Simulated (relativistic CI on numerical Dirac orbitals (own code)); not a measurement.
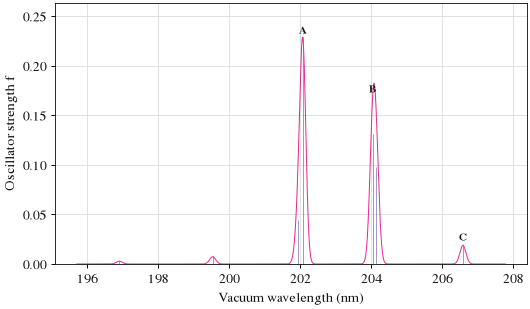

Computed spectrum: absorption lines from the lowest level (oscillator strengths f) of an atom or ion with 41 electrons. Method of calculation: relativistic CI on Dirac orbitals, KLI exchange-only orbitals, Breit term, model QED, valence Slater integrals scaled by 0.85, configurations shifted onto measured levels (in-house radial CI code). The envelope is a Gaussian of full width 0.2 nm, scaled to the tallest stick.

Levels without a good LS label are named by their open jj subshells in square brackets.

Question: Identify the ion and assign the lettered lines.

Answer: Mo⁺ (molybdenum, Z = 42). A: 4d⁴ 5p ⁶P°₇/₂ ← 4d⁵ ⁶S₅/₂, 202.1 nm, f = 0.23; B: 4d⁴ 5p ⁶P°₅/₂ ← 4d⁵ ⁶S₅/₂, 204.0 nm, f = 0.13; C: 4d⁴ 5p [(4d₃/₂)² (4d₅/₂)² 5p₁/₂] J = 3/2 ← 4d⁵ ⁶S₅/₂, 206.6 nm, f = 0.020.

Caveat: shifts are fitted to measured levels, configurations with none paired borrow a shift and can be misplaced by tens of thousands of cm⁻¹; rates and lifetimes follow the computed energies and can be off by orders of magnitude; one shift a configuration: terms inside it, and wavelengths, can be off by thousands of cm⁻¹; only a limited list of configurations is included, so lower levels can be missing; only lines among the lowest 400 of 5011 levels are drawn, so those from 4d³ 5s 5p, 4d⁴ 6s and 4d⁴ 5d are incomplete.
